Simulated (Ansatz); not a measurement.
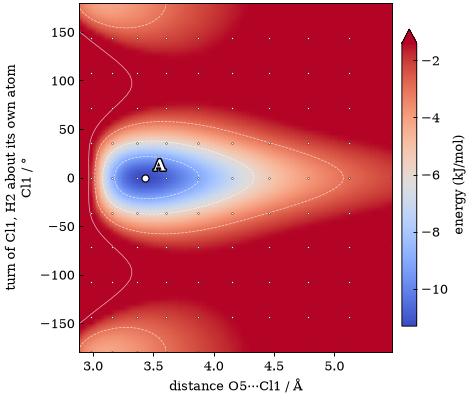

The pair ClH···CO₂. 
- The turn is about an axis along (−0.95, −0.31, 0.01) in the frame of the relaxed pair, normal to the line between the partners.
- Coordinates scanned: (1) distance O5···Cl1; (2) turn of Cl1, H2 about its own atom Cl1.
- The scan uses an 11 × 10 grid.
- Points are written as (first, second).
- All energies are given in kJ/mol relative to the two partners far apart, frozen as in the relaxed pair, each in its own basis (no counterpoise correction).
- These are results of Ansatz 0.2.0, RKS PBE0-D4/def2-SVPD, not measurements.

The picture shows a smooth colour map with a few white contour lines, dots at the grid points, one colour for all values above the top of the scale, the well A. Between grid points the surface is interpolated.

### Estimate the position of the minimum and the force constants in these coordinates. Take the well at A.

The interpolated minimum is at distance O5···Cl1 ≈ 3.434 Å, the second coordinate ≈ 0°. The curvatures there are about 0.48 eV/Å² and 0.39 eV/rad², with a cross term of about 0 eV/(Å·rad). Round the minimum the two coordinates are nearly uncoupled. (1 eV is 96.5 kJ/mol.)
